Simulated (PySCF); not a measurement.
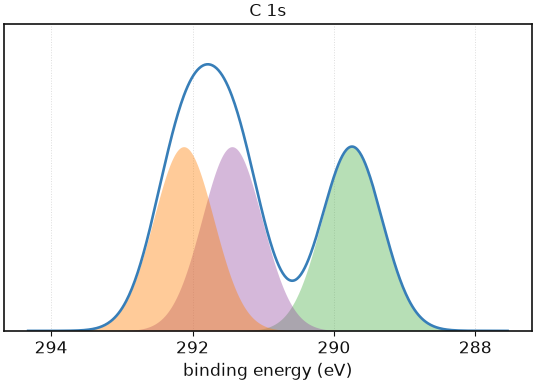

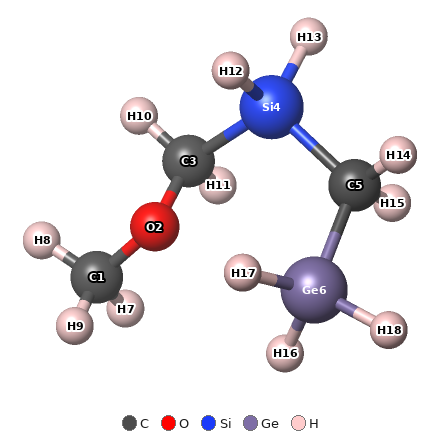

Simulated XPS of C₃H₁₂GeOSi, SMILES COC[SiH2][CH2][GeH3], singlet. Vertical core-electron binding energies by ΔSCF (SCAN, pcX-2 on the ionised atom, pcseg-1 elsewhere, spin-free X2C; PySCF 2.14.0, at a PBE0-D3(BJ)/def2-SVP geometry (no frequency check)), gas phase, against the vacuum level. One atom of each kind was ionised; within a panel, areas follow the number of like atoms, Gaussians of 1.0 eV full width. Only the regions named are shown. Lines closer than the width merge in the curve.

### Which atoms give which peak?

```
level  atoms  binding energy (eV)
 C 1s     C1                292.1
 C 1s     C3                291.4
 C 1s     C5                289.7
```

### How large is the chemical shift across the C 1s region?

2.4 eV, from C5 at 289.7 eV to C1 at 292.1 eV.

Caveats: one conformer of a flexible molecule.
